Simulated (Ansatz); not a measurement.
SiO₂ (P4₁2₁2, No. 92), treated with PBE in Ansatz (PAW).

Settings: plane-wave cutoff 520 eV, 8×8×6 k mesh (along the axes of the cell as run), Fermi–Dirac smearing 0.01 eV, scalar-relativistic PAW data made under PBE.

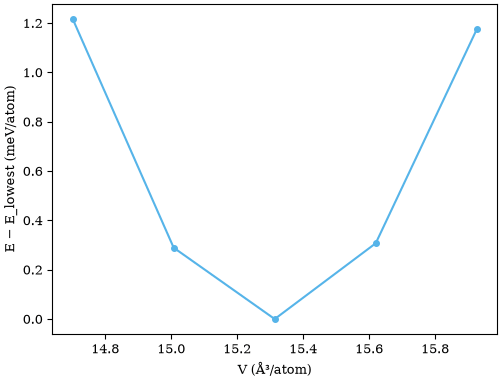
Fig. 1. Total energy against volume

Question: From the curve, estimate the equilibrium volume and the bulk modulus.

Answer: V0 ≈ 15.3 Å³/atom and B0 ≈ 16 GPa; the fit gives V0 = 15.306 Å³/atom, B0 = 15.6 GPa, B′ = 2.3.

Shape and atoms are relaxed at each volume.

Note: the volume lies 7 % above that of the published cell; the bulk modulus comes from volumes at which shape and atoms were relaxed.

Static lattice: no zero-point or thermal effects.

Ansatz is a first-principles code.
